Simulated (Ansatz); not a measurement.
```csv
atom,x (Å),y (Å),z (Å)
C,-0.9975,-1.3633,0.6167
N,-0.9187,-0.1484,-0.1807
C,0.2201,0.7031,-0.0020
N,1.5467,0.1060,0.1117
F,0.0519,1.3360,1.2648
Zn,0.4024,2.2231,-1.2724
H,-0.9548,-1.0934,1.6913
H,-0.1897,-2.1144,0.4242
H,-1.9721,-1.8601,0.4421
H,-1.1321,-0.3005,-1.1685
H,1.6111,-0.4785,0.9613
H,1.7240,-0.5071,-0.6948
H,0.6292,3.4628,-2.1790
```

These are results of RKS PBE-D4/def2-SVP in Ansatz 0.2.0, not measurements.

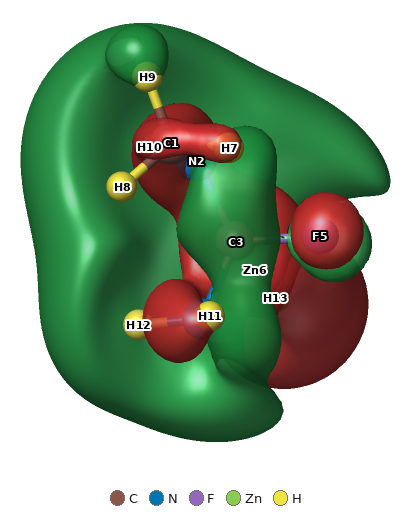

C$_{2}$H$_{7}$FN$_{2}$Zn (SMILES CN[C](N)(F)[ZnH]). The LUMO at ±0.04 Å⁻³ᐟ² (green and red are the two phases), seen at an oblique angle.

Describe this orbital and give its energy.

By Hirshfeld shares it lies mainly on Zn6 (about 50 %), C3 (about 10 %), H10 (about 10 %) and H13 (about 10 %). Its energy is −0.42 eV.
